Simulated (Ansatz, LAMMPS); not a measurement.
# Glassy 63SiO2-14B2O3-11Na2O-11CaO (mol %) (111 atoms) under strain: runs compared

Aim: relax glassy 63SiO2-14B2O3-11Na2O-11CaO (mol %) (111 atoms), then change its volume and shape to read moduli from the stress.

Computed with Ansatz 0.2.0: Kohn-Sham DFT, PBEsol, PAW (set soft_2), plane waves.

### 1. The cell as built

The cell holds 111 atoms: 22 Si, 10 B, 8 Na, 4 Ca and 67 O. Cell: a = 11.089 Å, b = 11.089 Å, c = 11.089 Å, α = 90.0°, β = 90.0°, γ = 90.0°. 111 atoms (22 Si, 10 B, 8 Na, 4 Ca, 67 O) placed at random at 2.33 g/cm³, melted at 3000 K for 20 ps at fixed volume with the Buckingham and Coulomb pair potential of Guillot and Sator (Geochim. Cosmochim. Acta 71, 1249 (2007)) with the boron terms of Wang et al. (J. Non-Cryst. Solids 498, 294 (2018)). Quenched from 3000 K to 300 K at 10 K/ps and fixed volume, held 10 ps at zero pressure.

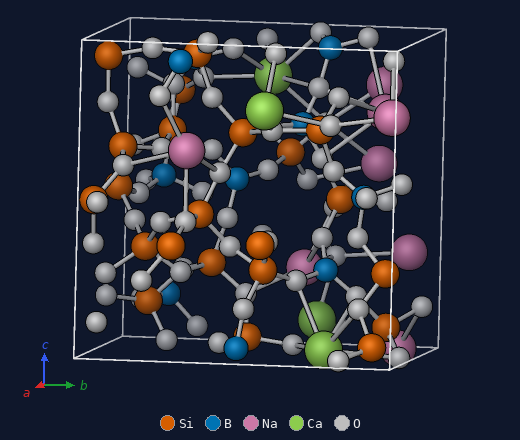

The cell as built. Bonds to atoms that aren't drawn are left out. Some periodic images of atoms are drawn too.

What the set-up can't give: The quench rate of 10 K/ps is orders of magnitude faster than experiment, which tends to freeze in extra defects. The network of bonds at the start is that of the classical potential that made the cell, and needn't be the one that DFT or experiment would give. The Brillouin zone is sampled at Γ only.

### 2. The reference run

The reference is a single point at the end of the relaxation.

Every strained cell starts from the geometry of this run, and its atoms are relaxed with the cell held.

Its input, with most atom lines left out:

```yaml
crystal:
  lattice:
    - [11.36438, 0.49826, 0.44278]
    - [0.49826, 10.77597, 0.10292]
    - [0.44278, 0.10292, 11.24015]
  atoms:
    - { symbol: Si, position: [0.87447, 0.95387, 0.08216] }
    - { symbol: Si, position: [0.67373, 0.07241, 0.67533] }
    - { symbol: Si, position: [0.73661, 0.5615, 0.28367] }
    - { symbol: Si, position: [0.25763, 0.1186, 0.11524] }
    - { symbol: Si, position: [0.38449, 0.74863, 0.47345] }
    - { symbol: Si, position: [0.70337, 0.36278, 0.45469] }
    - { symbol: Si, position: [0.43262, 0.20691, 0.67937] }
    [... atom lines 8 to 111 left out ...]
kpoints:
  mp_grid: { grid: [1, 1, 1] }
hamiltonian:
  xc: pbesol
scf:
  occupations: { method: gaussian, width: 0.025 }
output:
  forces: true
  stress: true
  populations: true
  dos:
    method: { smearing: { sigma: 0.15 } }
    de: 0.1
    projected: { site_lists: { B: [B], Ca: [Ca], Na: [Na], O: [O], Si: [Si] } }
  eigenvalues: true
  write_density: true
  write_potential: true
  volumetric_format: npy
  elf: true
```

| Property | Result |
| --- | --- |
| free energy per atom | -647.5635 eV/atom |
| r.m.s. force component | 0.00272 eV/Å |
| pressure | -0.0004497 GPa |

Filled and empty levels are parted by 4.25 eV (at Γ alone); a semilocal functional tends to put such gaps too low. In a disordered cell it changes from sample to sample, and tail or defect levels can set it.

### 3. The runs

Each row is one run, on 4 threads of Intel Xeon Platinum 8559C (Emerald Rapids), shared host. The free energy is the program's total, comparable only between runs with the same functional, potentials and atoms.

| run | atoms | outcome | ionic steps, all passes | free energy (eV) | time | host memory (GiB) |
| --- | --- | --- | --- | --- | --- | --- |
| Single point at the start | 111 | converged | - | -71866.631 | 9.5 s | 2.0 |
| Cell and atoms relaxed | 111 | converged | 44 | -71879.547 | 7.1 min | 2.0 |
| Single point at the relaxed geometry | 111 | converged | - | -71879.547 | 13 s | 2.0 |
| Volume -3 % | 111 | converged | 10 | -71879.350 | 91 s | 2.0 |
| Volume +3 % | 111 | converged | 9 | -71879.352 | 1.7 min | 2.1 |
| Volume -6 % | 111 | converged | 17 | -71878.741 | 3.1 min | 1.9 |
| Volume +6 % | 111 | converged | 23 | -71879.562 | 3.7 min | 2.1 |
| Volume -10 % | 111 | converged | 38 | -71878.043 | 5.8 min | 1.9 |
| Stretched by 1 % along x | 111 | converged | 7 | -71879.503 | 78 s | 2.1 |
| Compressed by 1 % along x | 111 | converged | 7 | -71879.503 | 81 s | 2.0 |
| Sheared by 2 % in xy | 111 | converged | 6 | -71879.498 | 70 s | 2.1 |

In some runs the program notes that the SCF threshold is loose for the stress.

### 4. Pressure against volume

Atoms are relaxed at each volume, in the scaled cell.

| volume change (%) | volume (Å³/atom) | energy change (meV/atom) | pressure (GPa) | largest move on relaxing (Å) | bonds | gap (eV) |
| --- | --- | --- | --- | --- | --- | --- |
| -10 | 11.120 | 13.55 | 4.28 | 1.39 | 190 | 4.35 |
| -6 | 11.615 | 7.25 | 3.33 | 0.70 | 189 | 4.41 |
| -3 | 11.985 | 1.77 | 1.62 | 0.21 | 186 | 4.34 |
| +0 | 12.356 | 0.00 | 0.00 | - | 186 | 4.25 |
| +3 | 12.727 | 1.76 | -1.47 | 0.20 | 185 | 4.15 |
| +6 | 13.097 | -0.13 | -2.18 | 0.93 | 185 | 3.91 |

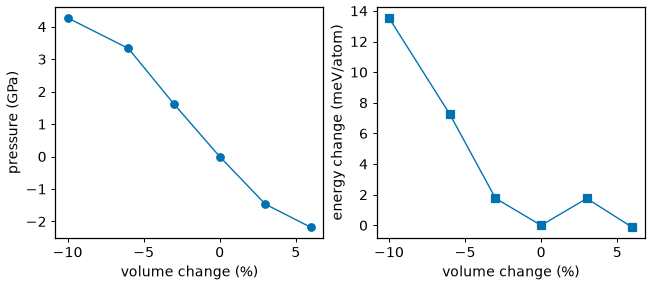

Pressure and energy against volume.

### 5. Uniaxial strain and shear

Stress (GPa, compression positive) less that of the relaxed cell, atoms relaxed:

| strain | xx | yy | zz | xy | energy change (meV/atom) |
| --- | --- | --- | --- | --- | --- |
| stretched by 1 % along x | -1.104 | -0.350 | -0.245 | 0.051 | 0.39 |
| compressed by 1 % along x | 1.099 | 0.378 | 0.275 | -0.063 | 0.39 |
| sheared by 2 % in xy | 0.138 | -0.007 | -0.035 | -0.664 | 0.44 |

### 6. What came out

The bulk modulus, from the slope of pressure against ln V over the three points nearest the relaxed volume, is 51.4 GPa; between neighbouring points the slope runs 22, 55, 53, 50 and 25 GPa from the smallest volume up, without a steady fall, so no pressure derivative is given, and the cell yields more easily when compressed beyond -6 %. The count of bonds runs from 185 to 190 over the series, so at some points contacts cross the cutoffs. At -10 %, -6 % and +6 % some atom moved by over 0.5 Å on relaxing, so those points may sit in another local minimum. The gap goes from 4.35 eV at the smallest volume to 3.91 eV at the largest, -2.6 eV per unit of ln V by a straight line, not monotonically (lowest 3.91, highest 4.41 eV), on the run's k-points. In the Cartesian axes of the cell, finite differences give C11 = 110, C12 = 36.4, C13 = 26.0 and C66 = 33.2 GPa (the shear of 2 % is the engineering strain, εxy = 0.01). The mean of C11, C12 and C13, which equals the bulk modulus in a cubic or isotropic solid, is 57.5 GPa: it lies 12 % over the bulk modulus from the volumes. For an isotropic solid C66 would equal (C11 − C12)/2 = 36.9 GPa; so small a sample needn't be isotropic, and C66 rests on one shear. With the bulk modulus and C66 as K and G, Young's modulus would be about 82 GPa and Poisson's ratio 0.23.

**Limits.** Strains are finite and relaxations stop at the force tolerance of the input, which can leave moduli too stiff; they are those of a static cell at zero temperature. Volumes are changed with the cell's shape held, so in an anisotropic solid the modulus lies over the one under free hydrostatic load. The program notes that the SCF threshold of the relaxations is loose for the stress.

The DFT runs together took 27 min of wall time.

[Logs are printed without paths, hosts, clocks, repeated set-up lines and the standing remarks that a program may print on its own settings, such as how far it seeks lower states.]

[Hosts, paths, dates, database ids (printed as entryN), source tags and the programs' standing remarks are cut or masked in the printed files.]
